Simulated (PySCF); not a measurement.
Molecule: SMILES N#C[SiH2][SiH2][SeH] (CH5NSeSi2). Atoms near the plane z = 1.5 Å, at the B3LYP/def2-SVP optimised geometry (x, y, z in Å): N1 (3.1, -1.1, 0.0), C2 (1.9, -1.1, 0.0), Si3 (0.0, -1.1, 0.0), Si4 (-0.8, 1.1, 0.0), Se5 (-3.1, 1.1, 0.1), H6 (-0.4, -1.9, 1.2), H9 (-0.1, 1.9, 1.1), H10 (-3.1, 0.5, 1.5).

Method: PySCF 2.14.0 with B3LYP/def2-TZVP. The values are rescaled to run from 0 to 1.

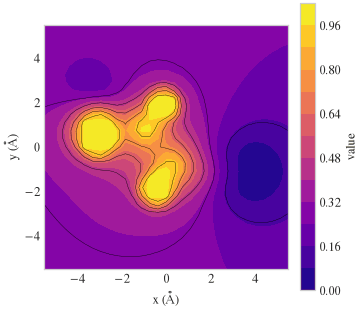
a field on the plane z = 1.5 Å.

Task: Which quantity is mapped?
A) log10 of the electron density
B) electrostatic potential
C) deformation density (molecule minus spherical neutral atoms)
D) Laplacian of the electron density

Result: B, electrostatic potential. In full: electrostatic potential (hartree/e), clipped to [-0.08, 0.12].
